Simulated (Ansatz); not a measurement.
# BOF (SMILES O=BF): levels of theory compared

Aim: a comparison of 6 runs (HF/STO-3G, B2PLYP/STO-3G, BLYP/STO-3G, UB3LYP/STO-3G, UPBE0/STO-3G, revPBE/STO-3G) of BOF. 

Program for the calculation: Ansatz 0.2.0.

53 further runs of the same task are left out: 4 that didn't finish, 49 set aside as unsound or not needed.

### 1 The molecule

BOF has 3 atoms, charge 0, and is taken as a singlet. SMILES: `O=BF`. The B2–O1 distance was set to 1.507 Å, away from the relaxed value.

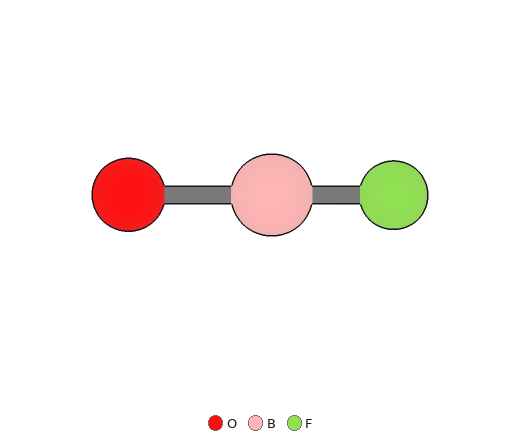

Viewed from a chosen angle; oxygen red, boron pink, fluorine green.

### 2 The energy at HF/STO-3G (run 1)

job.yaml

```yaml
crystal:
  periodic: [false, false, false]
  atoms:
    - symbol: O
      position_ang: [1.223799, -0.703474, 0.597399]
    - symbol: B
      position_ang: [0.020300, -0.011600, 0.009900]
    - symbol: F
      position_ang: [-1.003400, 0.576800, -0.489800]
basis:
  gaussian:
    orbitals: STO-3G
hamiltonian:
  xc: hf
accuracy: high
```

On the command line:

```sh
$ ansatz run job.yaml --threads 1 --pin off --max-ram 2610MiB --events-out events.jsonl --progress --plain --runs-dir runs
```

Output:

```text
Warning: RAYON_NUM_THREADS=1 ignored (pool sized by the plan → 1); use --threads N
Functional definition: HF
  name "HF"
  exchange = exact_x
  correlation = 0
245 factors; integrals over basis functions are off by at most 3.9e-8 eV
mean field evaluation 1: about -5332.7897 eV, gradient 4.1e1 eV
mean field evaluation 2: about -5332.8163 eV, gradient 4.1e1 eV
mean field evaluation 4: about -5339.1415 eV, gradient 3.2e0 eV
mean field evaluation 8: about -5339.1838 eV, gradient 5.6e-2 eV
mean field evaluation 16: about -5339.1774 eV, gradient 1.4e-8 eV
mean field -5339.17742470 eV, -196.2111513334 hartree, gradient 1.4e-8 eV, S^2 0.000000; 0 other end points of the search recorded, 0 dependent functions left out
reference -5339.17742470 eV, -196.2111513334 hartree; 11, 11 occupied and 4, 4 virtual orbitals, 245 factors
Total energy: -5339.17742470 eV, -196.2111513334 hartree
```

Wall time 0.06 s (1 thread of Intel Xeon Platinum 8488C (Sapphire Rapids), shared host).

### 3 The energy at B2PLYP/STO-3G (run 2)

molecule.yaml

```yaml
crystal:
  periodic: [false, false, false]
  atoms:
    - symbol: O
      position_ang: [1.223799, -0.703474, 0.597399]
    - symbol: B
      position_ang: [0.020300, -0.011600, 0.009900]
    - symbol: F
      position_ang: [-1.003400, 0.576800, -0.489800]
basis:
  gaussian:
    orbitals: STO-3G
hamiltonian:
  xc: {name: B2PLYP}
correlation:
  frozen_orbitals: {B: 1, F: 1, O: 1}
accuracy: high
```

On the command line:

```sh
$ ansatz run molecule.yaml --threads 1 --pin off --max-ram 2610MiB --events-out events.jsonl --progress --plain --runs-dir runs
```

Output (excerpt; [...] marks lines left out):

```text
Warning: RAYON_NUM_THREADS=1 ignored (pool sized by the plan → 1); use --threads N
Functional definition: B2PLYP
  name "B2PLYP"
[...]
245 factors; integrals over basis functions are off by at most 3.9e-8 eV
[...]
mean field -5355.52909992 eV, -196.8120643142 hartree, gradient 8.7e-9 eV, S^2 0.000000; 0 other end points of the search recorded, 0 dependent functions left out
3 core orbitals not correlated: weight in the atoms' cores, before any rotation towards them, 1.000 or more for the frozen orbitals, at most 0.000 for the correlated occupied ones
reference -5355.52911211 eV, -196.8120647620 hartree; 8, 8 occupied and 4, 4 virtual orbitals, 245 factors
second order -7.52914230 eV of doubles, -0.00000000 eV of singles
Total energy: -5357.56198053 eV, -196.8867712985 hartree
```

Wall time 0.58 s (1 thread of Intel Xeon Platinum 8488C (Sapphire Rapids), shared host).

Runs 3 to 5 aren't shown in full; the table further down has their settings and results.

### 4 A single-point energy at revPBE/STO-3G (run 6)

run.yaml

```yaml
crystal:
  periodic: [false, false, false]
  atoms:
    - {symbol: O, position_ang: [1.223799, -0.703474, 0.597399]}
    - {symbol: B, position_ang: [0.020300, -0.011600, 0.009900]}
    - {symbol: F, position_ang: [-1.003400, 0.576800, -0.489800]}
basis:
  gaussian:
    orbitals: STO-3G
hamiltonian:
  xc: {name: revPBE}
accuracy: high
```

On the command line:

```sh
$ ansatz run run.yaml --threads 1 --pin off --max-ram 2610MiB --events-out events.jsonl --progress --plain --runs-dir runs
```

Output:

```text
Warning: RAYON_NUM_THREADS=1 ignored (pool sized by the plan → 1); use --threads N
Functional definition: revPBE
  name "revPBE"
  parameter kappa = 1.245
  parameter beta = 0.06672455060314922
  exchange = pbe_x(kappa = kappa, mu = beta*pi^2/3)
  correlation = pbe_c(beta = beta)
245 factors; integrals over basis functions are off by at most 3.9e-8 eV
mean field evaluation 1: about -5357.5494 eV, gradient 3.9e1 eV
mean field evaluation 2: about -5210.8297 eV, gradient 1.8e2 eV
mean field evaluation 4: about -5362.3083 eV, gradient 1.8e1 eV
mean field evaluation 8: about -5363.1559 eV, gradient 5.9e-2 eV
mean field evaluation 16: about -5363.0863 eV, gradient 8.2e-6 eV
mean field -5363.08627734 eV, -197.0897854617 hartree, gradient 3.2e-8 eV, S^2 0.000000; 0 other end points of the search recorded, 0 dependent functions left out
reference -5363.08627885 eV, -197.0897855174 hartree; 11, 11 occupied and 4, 4 virtual orbitals, 245 factors
Total energy: -5363.08627885 eV, -197.0897855174 hartree
```

It took 0.42 s on 1 thread of Intel Xeon Platinum 8488C (Sapphire Rapids), shared host.

### 5 All runs side by side

```
run          level  frozen core orbitals  energy (Eh)  wall time
  1      HF/STO-3G                     –  -196.211151     0.06 s
  2  B2PLYP/STO-3G                     3  -196.886771     0.58 s
  3    BLYP/STO-3G                     –  -197.076522     0.42 s
  4  UB3LYP/STO-3G                     –  -197.107378     0.72 s
  5   UPBE0/STO-3G                     –  -196.930290      0.7 s
  6  revPBE/STO-3G                     –  -197.089786     0.42 s
```

### 6 Summary of results

| quantity | value |
| --- | --- |
| run 6: total energy | -197.08979 Eh |

In words: Totals of different functionals can't be ranked against each other. In runs 1, 2, 3, 4, 5, 6 the basis is minimal, so the values are rough. All runs together took 2.9 s, the longest 0.72 s.
